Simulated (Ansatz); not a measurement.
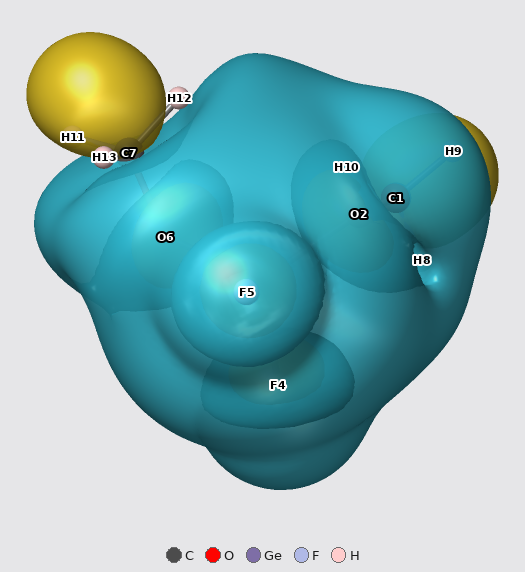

The picture shows: C2H6F2GeO2 (SMILES C[O][Ge]([F])([F])[O]C). One frontier orbital at ±0.04 Å⁻³ᐟ² (yellow and cyan are the two phases), seen at a tilt.

Geometry: PBE0-D4/def2-TZVP.

Method: RKS PBE0-D4/def2-TZVPP in Ansatz.

```yaml
atoms:
  - { symbol: C, position_ang: [-1.8975, -0.4642, 0.9243] }
  - { symbol: O, position_ang: [-1.2101, -0.8287, -0.2647] }
  - { symbol: Ge, position_ang: [0.5129, -1.0528, -0.2329] }
  - { symbol: F, position_ang: [0.9573, -2.2307, 0.9227] }
  - { symbol: F, position_ang: [0.9284, -1.6433, -1.7817] }
  - { symbol: O, position_ang: [1.4379, 0.3637, 0.1638] }
  - { symbol: C, position_ang: [1.3947, 1.4983, -0.6906] }
  - { symbol: H, position_ang: [-1.8464, -1.2584, 1.6747] }
  - { symbol: H, position_ang: [-2.9414, -0.3038, 0.6531] }
  - { symbol: H, position_ang: [-1.5019, 0.4604, 1.3571] }
  - { symbol: H, position_ang: [1.9782, 2.2833, -0.2085] }
  - { symbol: H, position_ang: [0.3719, 1.8610, -0.8355] }
  - { symbol: H, position_ang: [1.8364, 1.2802, -1.6671] }
```

**Which orbital is it: HOMO or LUMO?**

The LUMO, at −0.51 eV. By Hirshfeld shares it lies mainly on Ge3 (about 35 %), O2 (about 10 %), O6 (about 10 %), F4 (about 10 %) and F5 (about 10 %).
